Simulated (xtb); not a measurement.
Geometry relaxation of SiH2F2 (part 2 of 2)

SiH2F2, SMILES F[SiH2]F; GFN1-xTB, GBSA solvent methanol (xtb 6.7.1). The starting geometry was optimised with GFN1-xTB.

Geometry of the input (Å):
```
F  -1.0794  0.5367  0.9502
Si -0.0078  -0.0008  -0.0807
F  1.2422  -0.5197  0.7369
H  -0.5853  -1.1361  -0.7428
H  0.4303  1.1199  -0.8635
```

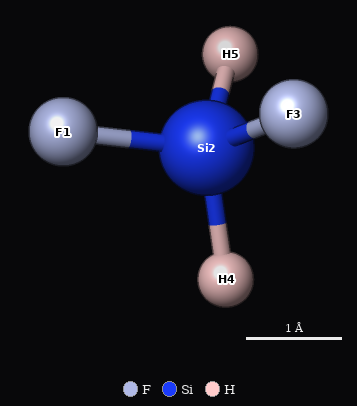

**Figure 1.** The geometry at step 2 of the log (ball-and-stick view, seen at a tilt; atoms are numbered from 1 in the order of the input).

### The program's output, continued
```
........................................................................
.............................. CYCLE    4 ..............................
........................................................................

 iter      E             dE          RMSdq      gap      omega  full diag
   1    -13.4364974 -0.134365E+02  0.683E-03    7.80       0.0  T
   2    -13.4364976 -0.136437E-06  0.286E-03    7.80      15.6  T
   3    -13.4364976 -0.233906E-07  0.149E-03    7.80      29.9  T
   4    -13.4364976 -0.433734E-08  0.293E-04    7.80     152.8  T
   5    -13.4364976 -0.544915E-10  0.426E-05    7.80    1049.0  T
   6    -13.4364976 -0.568434E-12  0.115E-07    7.80  100000.0  T
     SCC iter.                  ...        0 min,  0.000 sec
     gradient                   ...        0 min,  0.001 sec
 * total energy  :   -13.3889969 Eh     change       -0.3309920E-05 Eh
   gradient norm :     0.0006138 Eh/α   predicted    -0.1836294E-05 ( -44.52%)
   displ. norm   :     0.0050420 α      lambda       -0.1058646E-05
   maximum displ.:     0.0037796 α      in ANC's #5, #1, #8, ...

   *** GEOMETRY OPTIMIZATION CONVERGED AFTER 4 ITERATIONS ***

------------------------------------------------------------------------
 total energy gain   :        -0.0000721 Eh       -0.0452 kcal/mol
 total RMSD          :         0.0107886 a0        0.0057 Å
 total power (kW/mol):        -0.0473124 (step)  -14.1977 (real)
------------------------------------------------------------------------

 ANCopt (total)                0 d,  0 h,  0 min,  0.013 sec
 optimizer setup                ...        0 min,  0.000 sec (  0.408%)
 model hessian                  ...        0 min,  0.000 sec (  0.593%)
 ANC generation                 ...        0 min,  0.000 sec (  0.365%)
 coordinate transformation      ...        0 min,  0.000 sec (  0.178%)
 single point calculation       ...        0 min,  0.013 sec ( 94.943%)
 optimization log               ...        0 min,  0.000 sec (  1.144%)
 hessian update                 ...        0 min,  0.000 sec (  0.086%)
 rational function              ...        0 min,  0.000 sec (  1.324%)

================
 final structure:
================
5
 xtb: 6.7.1
F           -1.07646613063014        0.53566992801457        0.95483358010041
Si          -0.00875554273632       -0.00091288874599       -0.09074561140657
F            1.24017633544134       -0.51856989780329        0.74193864247984
H           -0.58531041829934       -1.13621625745986       -0.74265506127315
H            0.43035475622445        1.12003811599457       -0.86338154990054

 Bond Distances (Angstroems)
 ---------------------------
F1-Si2=1.5878        Si2-F1=1.5878        Si2-F3=1.5878        Si2-H4=1.4305        Si2-H5=1.4305        F3-Si2=1.5878
H4-Si2=1.4305        H5-Si2=1.4305
 Si H  Rav=1.4305 sigma=0.0000  Rmin=1.4305  Rmax=1.4305     2
 Si F  Rav=1.5878 sigma=0.0000  Rmin=1.5878  Rmax=1.5878     2

 selected bond angles (degree)
 --------------------
F3-Si2-F1=107.08               H4-Si2-F1=107.29               H4-Si2-F3=107.29               H5-Si2-F1=107.29
H5-Si2-F3=107.29               H5-Si2-H4=119.97

 selected dihedral angles (degree)
 ---------------------------------

           -------------------------------------------------
          |                Final Singlepoint                |
           -------------------------------------------------

          ...................................................
          :                      SETUP                      :
          :.................................................:
          :  # basis functions                  22          :
          :  # atomic orbitals                  21          :
          :  # shells                           11          :
          :  # electrons                        20          :
          :  # halogen bonds                     0          :
          :  max. iterations                   250          :
          :  Hamiltonian                  GFN1-xTB          :
          :  restarted?                      false          :
          :  GBSA solvation                   true          :
          :  PC potential                    false          :
          :  electronic temp.          300.0000000     K    :
          :  accuracy                    1.0000000          :
          :  -> integral cutoff          0.2500000E+02      :
          :  -> integral neglect         0.1000000E-07      :
          :  -> SCF convergence          0.1000000E-05 Eh   :
          :  -> wf. convergence          0.2000000E-04 e    :
          :  Broyden damping             0.4000000          :
          :  net charge                          0          :
          :  unpaired electrons                  0          :
          ...................................................

 iter      E             dE          RMSdq      gap      omega  full diag
   1    -13.4364976 -0.134365E+02  0.971E-09    7.80       0.0  T
   2    -13.4364976  0.213163E-13  0.502E-09    7.80  100000.0  T
   3    -13.4364976 -0.355271E-14  0.271E-09    7.80  100000.0  T

   *** convergence criteria satisfied after 3 iterations ***

         #    Occupation            Energy/Eh            Energy/eV
      -------------------------------------------------------------
         1        2.0000           -0.8499513             -23.1284
       ...           ...                  ...                  ...
         4        2.0000           -0.5717696             -15.5586
         5        2.0000           -0.5647250             -15.3669
         6        2.0000           -0.5603121             -15.2469
         7        2.0000           -0.5569808             -15.1562
         8        2.0000           -0.5404804             -14.7072
         9        2.0000           -0.5211127             -14.1802
        10        2.0000           -0.4658966             -12.6777 (HOMO)
        11                         -0.1792389              -4.8773 (LUMO)
        12                         -0.1607804              -4.3751
        13                         -0.0721113              -1.9622
        14                         -0.0519123              -1.4126
        15                         -0.0433162              -1.1787
       ...                                ...                  ...
        21                          1.3717146              37.3263
      -------------------------------------------------------------
                  HL-Gap            0.2866577 Eh            7.8004 eV
             Fermi-level           -0.3225677 Eh           -8.7775 eV

 SCC (total)                   0 d,  0 h,  0 min,  0.003 sec
 SCC setup                      ...        0 min,  0.001 sec ( 19.557%)
 Dispersion                     ...        0 min,  0.000 sec (  0.426%)
 classical contributions        ...        0 min,  0.000 sec (  0.173%)
 integral evaluation            ...        0 min,  0.001 sec ( 28.130%)
 iterations                     ...        0 min,  0.000 sec (  9.886%)
 molecular gradient             ...        0 min,  0.001 sec ( 39.614%)
 printout                       ...        0 min,  0.000 sec (  1.899%)

         :::::::::::::::::::::::::::::::::::::::::::::::::::::
         ::                     SUMMARY                     ::
         :::::::::::::::::::::::::::::::::::::::::::::::::::::
         :: total energy             -13.388996927020 Eh    ::
         :: total w/o Gsasa/hb       -13.391557907925 Eh    ::
         :: gradient norm              0.000613786118 Eh/a0 ::
         :: HOMO-LUMO gap              7.800352901774 eV    ::
         ::.................................................::
         :: SCC energy               -13.436497613327 Eh    ::
         :: -> electrostatic           0.024482345786 Eh    ::
         :: -> Gsolv                  -0.000533951867 Eh    ::
         ::    -> Gelec               -0.003094932772 Eh    ::
         ::    -> Gsasa                0.000409775513 Eh    ::
         ::    -> Ghb                 -0.000227021394 Eh    ::
         ::    -> Gshift               0.002378226786 Eh    ::
         :: repulsion energy           0.048266872959 Eh    ::
         :: dispersion energy         -0.000766186652 Eh    ::
         :: halogen bond corr.         0.000000000000 Eh    ::
         :: add. restraining           0.000000000000 Eh    ::
         :: total charge               0.000000000000 e     ::
         :::::::::::::::::::::::::::::::::::::::::::::::::::::

           -------------------------------------------------
          |                Property Printout                |
           -------------------------------------------------

    * Orbital Energies and Occupations

         #    Occupation            Energy/Eh            Energy/eV
      -------------------------------------------------------------
         1        2.0000           -0.8499513             -23.1284
         2        2.0000           -0.8499192             -23.1275
         3        2.0000           -0.6131567             -16.6848
         4        2.0000           -0.5717696             -15.5586
         5        2.0000           -0.5647250             -15.3669
         6        2.0000           -0.5603121             -15.2469
         7        2.0000           -0.5569808             -15.1562
         8        2.0000           -0.5404804             -14.7072
         9        2.0000           -0.5211127             -14.1802
        10        2.0000           -0.4658966             -12.6777 (HOMO)
        11                         -0.1792389              -4.8773 (LUMO)
        12                         -0.1607804              -4.3751
        13                         -0.0721113              -1.9622
        14                         -0.0519123              -1.4126
        15                         -0.0433162              -1.1787
        16                          0.0270935               0.7373
        17                          0.0846158               2.3025
        18                          0.1376215               3.7449
        19                          0.7245683              19.7165
        20                          1.2790097              34.8036
        21                          1.3717146              37.3263
      -------------------------------------------------------------
                  HL-Gap            0.2866577 Eh            7.8004 eV
             Fermi-level           -0.3225677 Eh           -8.7775 eV

  Mulliken/CM5 charges         n(s)   n(p)   n(d)
     1F    -0.23702 -0.21681   1.764  5.473  0.000
     2Si    0.50839  0.27946   1.132  1.447  0.913
     3F    -0.23702 -0.21681   1.764  5.473  0.000
     4H    -0.01718  0.07708   1.017  0.000  0.000
     5H    -0.01718  0.07708   1.017  0.000  0.000

Wiberg/Mayer (AO) data.
largest (>0.10) Wiberg bond orders for each atom

 ---------------------------------------------------------------------------
     #   Z sym  total        # sym  WBO       # sym  WBO       # sym  WBO
 ---------------------------------------------------------------------------
     1   9 F    1.316 --     2 Si   1.275
     2  14 Si   4.430 --     3 F    1.275     1 F    1.275     4 H    0.940
                             5 H    0.940
     3   9 F    1.316 --     2 Si   1.275
     4   1 H    0.996 --     2 Si   0.940
     5   1 H    0.996 --     2 Si   0.940
 ---------------------------------------------------------------------------

Topologies differ in total number of bonds
Writing topology from bond orders to xtbtopo.mol

 dipole moment from electron density (au)
     X       Y       Z
  -0.0671  -0.0070  -0.6952  total (Debye):    1.775

           -------------------------------------------------
          |                Geometry Summary                 |
           -------------------------------------------------

      molecular mass/u    :       68.0981865
   center of mass at/Å    :        0.0397682       0.0041547       0.4121775
  moments of inertia/u·Å² :        0.2056621E+02   0.6506158E+02   0.7944222E+02
rotational constants/cm⁻¹ :        0.8196762E+00   0.2591027E+00   0.2121999E+00

 * 4 selected distances

     #   Z          #   Z                                           value/Å
     1   9 F        2  14 Si                                      1.5878172 (max)
     2  14 Si       3   9 F                                       1.5878171
     2  14 Si       4   1 H                                       1.4304949 (min)
     2  14 Si       5   1 H                                       1.4304949

 * 2 distinct bonds (by element types)

   Z      Z             #   av. dist./Å        max./Å        min./Å
   1 H   14 Si          2     1.4304949     1.4304949     1.4304949
   9 F   14 Si          2     1.5878171     1.5878172     1.5878171

optimized geometry written to: xtbopt.xyz

           -------------------------------------------------
          | TOTAL ENERGY              -13.388996927020 Eh   |
          | GRADIENT NORM               0.000613786118 Eh/α |
          | HOMO-LUMO GAP               7.800352901774 eV   |
           -------------------------------------------------

------------------------------------------------------------------------
------------------------------------------------------------------------
 total:
 *  cpu-time:     0 d,  0 h,  0 min,  0.025 sec
 * ratio c/w:     1.000 speedup
 SCF:
 *  cpu-time:     0 d,  0 h,  0 min,  0.004 sec
 * ratio c/w:     1.000 speedup
 ANC optimizer:
 *  cpu-time:     0 d,  0 h,  0 min,  0.017 sec
 * ratio c/w:     1.000 speedup
```

### File xtbopt.xyz
```
5
 energy: -13.388996927020 gnorm: 0.000613786118 xtb: 6.7.1
F           -1.07646613063014        0.53566992801457        0.95483358010041
Si          -0.00875554273632       -0.00091288874599       -0.09074561140657
F            1.24017633544134       -0.51856989780329        0.74193864247984
H           -0.58531041829934       -1.13621625745986       -0.74265506127315
H            0.43035475622445        1.12003811599457       -0.86338154990054
```

### Trajectory as extended XYZ (Å, eV, eV/Å), 4 frames, from step=0 to step=3
```
5
Properties=species:S:1:pos:R:3 step=0 energy=-364.33121
F    -1.0794    0.5367    0.9502
Si   -0.0078   -0.0008   -0.0808
F     1.2422   -0.5197    0.7369
H    -0.5853   -1.1361   -0.7428
H     0.4303    1.1199   -0.8635
5
Properties=species:S:1:pos:R:3 step=1 energy=-364.33228
F    -1.0790    0.5366    0.9506
Si   -0.0081   -0.0008   -0.0842
F     1.2419   -0.5196    0.7373
H    -0.5850   -1.1357   -0.7416
H     0.4302    1.1195   -0.8622
5
Properties=species:S:1:pos:R:3 step=2 energy=-364.33308
F    -1.0777    0.5361    0.9529
Si   -0.0086   -0.0009   -0.0897
F     1.2410   -0.5191    0.7398
H    -0.5850   -1.1358   -0.7412
H     0.4303    1.1196   -0.8619
5
Properties=species:S:1:pos:R:3 step=3 energy=-364.33317
F    -1.0765    0.5357    0.9548
Si   -0.0088   -0.0009   -0.0907
F     1.2402   -0.5186    0.7419
H    -0.5853   -1.1362   -0.7427
H     0.4304    1.1200   -0.8634
```

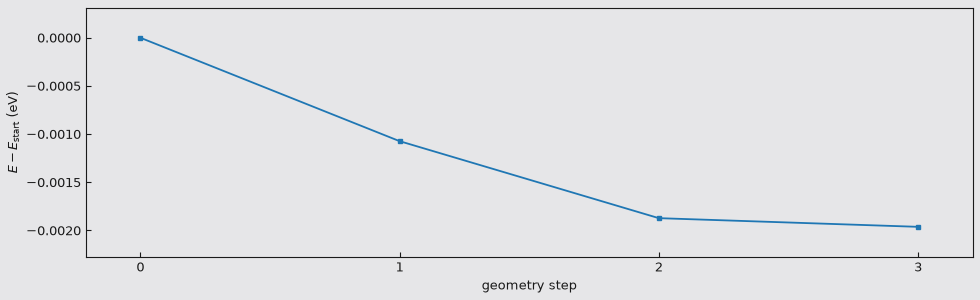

**Figure 2.** Progress of the relaxation, step by step (steps are counted from 0). Over 3 geometry steps the energy falls by 0.002 eV. Si2 moves most after the best rigid fit: 0.010 Å. By element the largest moves are Si 0.010 Å, F 0.006 Å. H stays in place. Among the contacts that change: F1–Si2 1.581 → 1.588 Å, Si2–H4 1.435 → 1.430 Å. (Atoms are counted from 1 in the order of the input.)

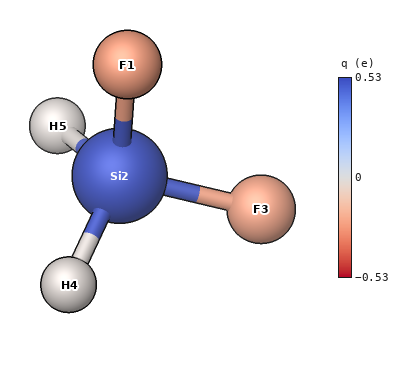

**Figure 3.** Mulliken charges, as the colour of each atom (ball-and-stick view, seen at a tilt; atoms are numbered from 1 in the order of the input). By element: F −0.24, Si +0.51 and H −0.02 e.
